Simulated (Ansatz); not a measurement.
# One shape, several levels: S2O (Disulfur monoxide)

We compute a comparison of 6 runs (B3LYP/STO-3G, UB3LYP/STO-3G, UPBE0/STO-3G, BCCD(T)/STO-3G, CCSD(T)/STO-3G, FCI/STO-3G) of S2O (Disulfur monoxide). 

Program for the calculation: Ansatz 0.2.0.

54 further runs of the same task are left out: 21 that didn't finish, 33 set aside as unsound or not needed.

### Step 1. The molecule

S2O has 3 atoms, charge 0, and is taken as a singlet. SMILES: `O=S=S`. The S3–S2 distance was set to 2.350 Å, away from the relaxed value.

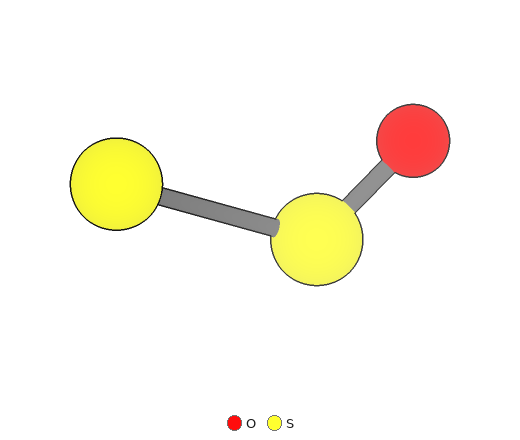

The structure, seen from a chosen angle (oxygen red, sulfur yellow).

### Step 2. A single-point energy at B3LYP/STO-3G (run 1)

The input, input.yaml:

```yaml
crystal:
  periodic: [false, false, false]
  atoms:
    - symbol: O
      position_ang: [0.829125, 1.402286, 0.690948]
    - symbol: S
      position_ang: [0.906615, -0.007244, 0.346718]
    - symbol: S
      position_ang: [-0.980740, -0.998510, -0.642110]
basis:
  gaussian: {orbitals: STO-3G}
hamiltonian: {xc: {name: B3LYP}}
accuracy: high
```

Command:

```console
$ ansatz run input.yaml --threads 1 --pin off --max-ram 3480MiB --events-out events.jsonl --progress --plain --runs-dir runs
```

Log:

```text
Warning: RAYON_NUM_THREADS=1 ignored (pool sized by the plan → 1); use --threads N
Functional definition: B3LYP
  name "B3LYP"
  parameter a0 = 0.2
  parameter ax = 0.72
  parameter ac = 0.81
  exchange = (1 - a0 - ax)*slater_x + ax*b88_x + a0*exact_x
  correlation = (1 - ac)*vwn_rpa_c + ac*lyp_c
398 factors; integrals over basis functions are off by at most 3.0e-8 eV
mean field evaluation 1: about -23434.8780 eV, gradient 4.3e1 eV
mean field evaluation 2: about -23323.8296 eV, gradient 1.3e2 eV
mean field evaluation 4: about -23432.7447 eV, gradient 4.8e1 eV
mean field evaluation 8: about -23444.4556 eV, gradient 1.1e-1 eV
mean field -23444.45572683 eV, -861.5678567383 hartree, gradient 1.9e-8 eV, S^2 0.000000; 0 other end points of the search recorded, 0 dependent functions left out
reference -23444.45574945 eV, -861.5678575693 hartree; 20, 20 occupied and 3, 3 virtual orbitals, 398 factors
Total energy: -23444.45574945 eV, -861.5678575693 hartree
```

Run time: 1.2 s. Hardware: 1 thread of Arm Neoverse V1, shared host; peak memory 0.092 GiB.

### Step 3. A single-point energy at UB3LYP/STO-3G (run 2)

The input, job.yaml:

```yaml
crystal:
  periodic: [false, false, false]
  atoms:
    - {symbol: O, position_ang: [0.829125, 1.402286, 0.690948]}
    - {symbol: S, position_ang: [0.906615, -0.007244, 0.346718]}
    - {symbol: S, position_ang: [-0.980740, -0.998510, -0.642110]}
basis:
  gaussian: {orbitals: STO-3G}
magnetization: {spin_polarized: true, initial_magnetization: 0}
accuracy: high
hamiltonian: {xc: {name: B3LYP}}
```

Command:

```console
$ ansatz run job.yaml --threads 1 --pin off --max-ram 3480MiB --events-out events.jsonl --progress --plain --runs-dir runs
```

Log, shortened:

```text
Warning: RAYON_NUM_THREADS=1 ignored (pool sized by the plan → 1); use --threads N
[... 7 set-up lines as earlier in the session ...]
398 factors; integrals over basis functions are off by at most 3.0e-8 eV
mean field evaluation 1: about -23434.8780 eV, gradient 3.1e1 eV
mean field evaluation 2: about -23323.8296 eV, gradient 9.3e1 eV
mean field evaluation 4: about -23432.7447 eV, gradient 3.4e1 eV
mean field evaluation 8: about -23444.4556 eV, gradient 8.3e-2 eV
mean field evaluation 16: about -23444.6283 eV, gradient 1.1e0 eV
mean field evaluation 32: about -23444.5010 eV, gradient 2.0e-1 eV
mean field evaluation 64: about -23445.1288 eV, gradient 4.5e-8 eV
mean field -23445.12882913 eV, -861.5925927916 hartree, gradient 6.9e-8 eV, S^2 0.904188; 7 other end points of the search recorded, 0 dependent functions left out
reference -23445.12885181 eV, -861.5925936249 hartree; 20, 20 occupied and 3, 3 virtual orbitals, 398 factors
Total energy: -23445.12885181 eV, -861.5925936249 hartree
```

Run time: 6.9 s. Hardware: 1 thread of Arm Neoverse V1, shared host; peak memory 0.13 GiB.

Runs 3 to 5 aren't shown in full; the table further down has their settings and results.

### Step 4. A single-point energy at FCI/STO-3G (run 6)

The input, input.yaml:

```yaml
crystal:
  periodic: [false, false, false]
  atoms:
    - {symbol: O, position_ang: [0.829125, 1.402286, 0.690948]}
    - {symbol: S, position_ang: [0.906615, -0.007244, 0.346718]}
    - {symbol: S, position_ang: [-0.980740, -0.998510, -0.642110]}
basis:
  gaussian:
    orbitals: STO-3G
correlation:
  method: fci
  frozen_orbitals: {O: 1, S: 5}
accuracy: high
```

Command:

```console
$ ansatz run input.yaml --threads 1 --pin off --max-ram 3480MiB --events-out events.jsonl --progress --plain --runs-dir runs
```

Log, shortened:

```text
Warning: RAYON_NUM_THREADS=1 ignored (pool sized by the plan → 1); use --threads N
Functional definition: HF
  name "HF"
[...]
398 factors; integrals over basis functions are off by at most 3.0e-8 eV
[...]
mean field -23400.88646889 eV, -859.9667160413 hartree, gradient 1.6e-8 eV, S^2 0.000000; 11 other end points of the search recorded, 0 dependent functions left out; unrestricted orbitals would lower it
determinant -23400.88646889 eV, -859.9667160413 hartree, with singles and doubles -23405.83065853 eV, -860.1484116591 hartree
determinant -23399.40355248 eV, -859.9122198681 hartree, with singles and doubles -23403.22316691 eV, -860.0525881094 hartree
determinant -23399.20422972 eV, -859.9048948919 hartree, with singles and doubles -23404.75966816 eV, -860.1090534888 hartree
unrestricted determinant -23404.07657089 eV, -860.0839501274 hartree, S^2 1.4483
11 core orbitals not correlated: weight in the atoms' cores, before any rotation towards them, 1.000 or more for the frozen orbitals, at most 0.000 for the correlated occupied ones
reference -23400.88646889 eV, -859.9667160413 hartree; 9, 9 occupied and 3, 3 virtual orbitals, 398 factors
state -23406.96311089 eV, -860.1900285157 hartree
Total energy: -23406.96311089 eV, -860.1900285157 hartree
```

Wall time 1.1 s (1 thread of Arm Neoverse V1, shared host).

### Step 5. The series

```
run           level  frozen core orbitals  energy (Eh)  wall time
  1    B3LYP/STO-3G                     –  -861.567858      1.2 s
  2   UB3LYP/STO-3G                     –  -861.592594      6.9 s
  3    UPBE0/STO-3G                     –  -861.274371      6.3 s
  4  BCCD(T)/STO-3G                    11  -860.191890     0.68 s
  5  CCSD(T)/STO-3G                    11  -860.197771     0.64 s
  6      FCI/STO-3G                    11  -860.190029      1.1 s
```

### Step 6. What came out

```
                                           quantity          value
                                run 6: total energy  -860.19003 Eh
run 6: correlation energy (11 core orbitals frozen)     -223.3 mEh
```

**Reading.** Against full CI in this basis: BCCD(T) -1.9 mEh; CCSD(T) -7.7 mEh. Totals of different functionals can't be ranked against each other. In run 5 the T1 diagnostic is large, so a single reference may not serve. In runs 4, 5 the log says that unrestricted orbitals would lower the reference, so the values rest on an unstable closed-shell determinant (other closed-shell runs at this shape may share the fault). In runs 1, 2, 3, 4, 5, 6 the basis is minimal, so the values are rough. Spin contamination of the reference: run 3 ⟨S²⟩ = 0.96, run 2 ⟨S²⟩ = 0.90. Where it is this large, the reference is a mixture of spin states, and values that rest on it are in doubt. All runs together took 17 s, the longest 6.9 s.
